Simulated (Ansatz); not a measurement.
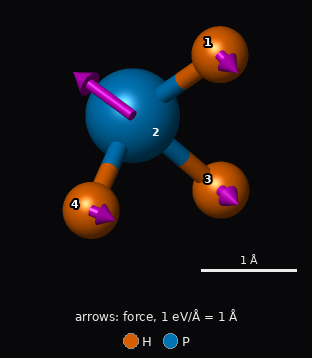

Starting geometry of PH$_{3}$ with the computed forces as purple arrows. A ball-and-stick model, seen from a free direction.

It is one of the separated reactants of a reaction.

The calculation used RKS PBE0-D4/def2-TZVP (Ansatz). Set-up: force threshold 0.005 eV/Å; at most 200 steps.

Is this structure relaxed? If not, where do the atoms go?

It isn't relaxed: the largest force vector, on P2, is 0.88 eV/Å. The final displacements follow the starting forces only in part (cosine between the two patterns 0.78). After 2 geometry steps the energy has fallen by 3.65 kJ/mol. Largest force component: 0.76 eV/Å at the start, 0.0037 eV/Å at the end. P2 moves most after the best rigid fit: 0.058 Å. By element the largest moves are P 0.058 Å, H 0.043 Å. Near-neighbour distances that change, for instance: H1–P2 1.411 → 1.420 Å. Among the angles between lasting bonds that change: H1–P2–H3 97.6° → 93.1°. The run took of the order of 1.4 core-seconds on a shared host.
